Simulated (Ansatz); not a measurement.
# CH₅Cl₂GaO: how energies converge with the basis set

How large a basis does CH₅Cl₂GaO need? Two functionals are run in growing sets.

The runs use Ansatz 0.2.0, Gaussian basis; one geometry, several basis sets.

The runs, in order: PBE0-D4/def2-SVP; ωB97M-V/def2-SVP; PBE0-D4/def2-QZVPP; ωB97M-V/def2-QZVPP; the functionals' def2-TZVPP values are taken from earlier runs.

## (1) Structure used throughout

All runs share one geometry, relaxed beforehand with PBE0-D4 in a triple-zeta def2 set.

SMILES `[CH3][Ga-]([OH2+])([Cl])[Cl]`, 10 atoms, charge 0, spin multiplicity 1.

Atoms are counted from 1 here; the program's logs count them from 0.

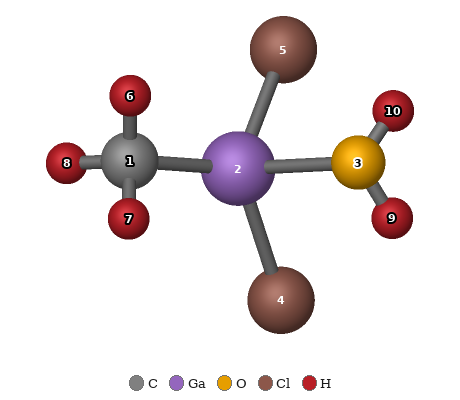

The structure; carbon grey, gallium purple, oxygen amber, chlorine brown, hydrogen red; atoms are numbered from 1 in the order of the file.

## (2) PBE0-D4 in def2-SVP

Input file in.yaml:

```yaml
crystal:
  periodic: [false, false, false]
  atoms:
    - {symbol: C, position_ang: [-1.562158, -0.523423, 0.289430]}
    - {symbol: Ga, position_ang: [-0.002444, 0.261271, -0.570213]}
    - {symbol: O, position_ang: [1.653141, 0.048144, 0.735106]}
    - {symbol: Cl, position_ang: [1.037774, -0.776642, -2.184078]}
    - {symbol: Cl, position_ang: [0.258921, 2.425769, -0.672973]}
    - {symbol: H, position_ang: [-1.770260, -0.013362, 1.230550]}
    - {symbol: H, position_ang: [-1.393664, -1.583694, 0.480687]}
    - {symbol: H, position_ang: [-2.431783, -0.421011, -0.361545]}
    - {symbol: H, position_ang: [2.313446, -0.419722, 0.204687]}
    - {symbol: H, position_ang: [1.980126, 0.951370, 0.851346]}
basis:
  gaussian: {orbitals: def2-SVP}
hamiltonian: {xc: pbe0, dispersion: d4}
output: {orbitals: {seedname: orbitals}}
```

The run is started by

```console
ansatz run in.yaml --threads 4 --pin off --events-out ev --progress --plain --max-ram 10444MiB
```

The runs that follow: ωB97M-V in def2-SVP; PBE0-D4 in def2-QZVPP; ωB97M-V in def2-QZVPP.

Before running them: what should the planned runs give, taken together? Wanted: PBE0-D4: double and triple zeta above quadruple; ωB97M-V: double and triple zeta above quadruple.

As calculated:

| quantity | value |
| --- | --- |
| PBE0-D4: double and triple zeta above quadruple | 21.18, 2.09 eV |
| ωB97M-V: double and triple zeta above quadruple | 21.11, 2.02 eV |

**Reading.** For PBE0-D4 the step from double to triple zeta gains 19.09 eV and the next only 2.09 eV. Total energies overstate the basis error of differences, where much of it tends to cancel. The LUMO of ωB97M-V is positive and keeps falling with the basis (1.91 to 0.80 eV): an unbound level that the basis holds in place.
